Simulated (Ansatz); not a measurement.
**ZnO (wurtzite): scan of one atom of the cell**

ZnO (wurtzite)

```
ZnO
1.0
    3.22975     0.00000     0.00000
   -1.61488     2.79705     0.00000
    0.00000     0.00000     5.21478
Zn O
2 2
Cartesian
  1.61488   0.93235   0.01065
  0.00000   1.86470   2.61804
  1.61488   0.93235   3.24963
  0.00000   1.86470   0.64224
```

Scan: atom 2 (Zn, nearest neighbour O at 1.969 Å; its periodic images, 3.2 Å or more away, move with it) is displaced along Cartesian z, direction (0.000, 0.000, 1.000) in Cartesian axes, by s. The other atoms stay.

Calculation: PBEsol (plane waves to 420 eV, PAW, scalar-relativistic; Ansatz, a quantum-chemistry and plane-wave program). k mesh 9×9×5 (Γ-centred), Fermi-Dirac smearing 0.05 eV. E stands for the smeared free energy. ZnO was relaxed with its symmetry unable to fall. The zero of ΔE is the undisplaced structure.

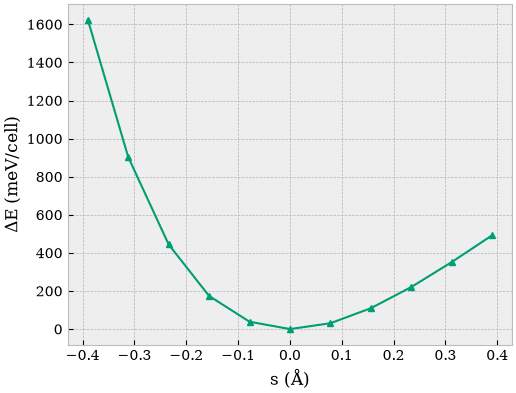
Figure. ΔE (meV/cell) against s (Å); one marker a computed point.

The energy at s = 0.390 Å is 492 meV/cell. The force constant k = d²E/ds² at s = 0 (finite differences) is 11.2 eV/Å². The force along the line at s = -0.390 Å is 11.4 eV/Å. Harmonic estimate at the end of the scan: ½ks² = 855 meV/cell against the computed 492 meV/cell, so the well is softer than harmonic there. Shape of the curve: a single well with its minimum at or next to zero displacement.

The forces along the line at the two nearest points give (1.045 − (-0.739)) / (2·0.078) = 11.44 eV/Å²; the next pair corrects for the finite step.

(For displaced atoms, the force is minus the slope of the energy, and its curvature is a force constant, which sets phonon frequencies.)
